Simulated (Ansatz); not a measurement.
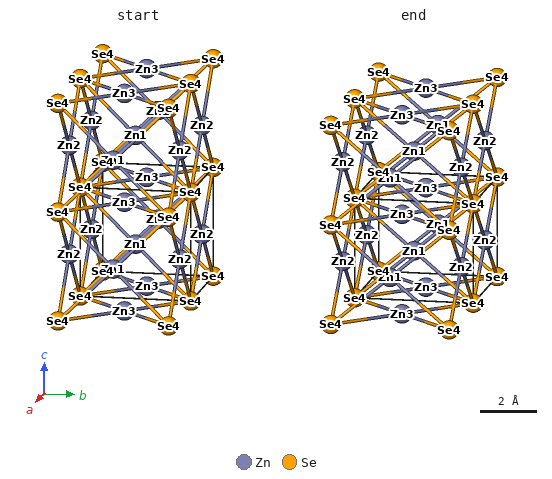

The structure of solid Zn3Se (a generated structure, set up in P4/mmm) before (left) and after (right) a relaxation, at one scale.

The picture is a ball-and-stick view of the cell of the calculation, repeated 2 × 1 × 2 with one cell outlined, seen slightly off an axis.

Level of theory: Ansatz, DFT PBE, scalar-relativistic, plane waves, PAW.

Input file:
```yaml
crystal:
  lattice:
    - [4.09444351, 0.0, 0.0]
    - [0.0, 4.09444351, 0.0]
    - [0.0, 0.0, 4.05235823]
  atoms:
    - { symbol: Zn, position: [0.0, 0.5, 0.5] }
    - { symbol: Zn, position: [0.5, 0.0, 0.5] }
    - { symbol: Zn, position: [0.5, 0.5, 0.0] }
    - { symbol: Se, position: [0.0, 0.0, 0.0] }
basis:
  ecutwfc: 420
kpoints:
  mp_grid: { grid: [12, 12, 12] }
hamiltonian:
  xc: pbe
scf:
  occupations: { method: gaussian, width: 0.1 }
output:
  forces: true
  stress: true
  eigenvalues: true
relax:
  adjacent_minimum: "off"
  f_tol: 0.01
  max_steps: 80
  cell: { stress_tol: 0.05 }
```

Launched with:
```bash
ansatz run input.yaml --threads 1 --pin off --max-ram 2560MiB --backend cpu --events-out ev --progress --plain --runs-dir out
```

**What changed between the two?**

The atoms keep their places relative to the cell (all moves are under 0.005 Å). Cell: a = b 4.094 → 4.388 Å (+7.2 %), c 4.052 → 3.709 Å (−8.5 %). Volume +5.1 %. Near-neighbour distances that change, for instance: Zn3–Se4 2.895 → 3.103 Å, Zn1–Se4 2.880 → 2.873 Å. Bond angles that change, for instance: Se4–Zn1–Se4 90.6° → 99.6°, Se4–Zn1–Se4 89.4° → 80.4°. The space group stays P4/mmm (No. 123). Over 12 accepted moves (13 points after the start) the energy falls by 12.6 meV per atom. All forces vanish by symmetry, so only the cell relaxes. The pressure goes from 3.09 to 0.02 GPa. At 1 point the geometry stayed and the basis and grid were re-selected for the new cell (energy shift of 0.7 meV per atom at most each time).
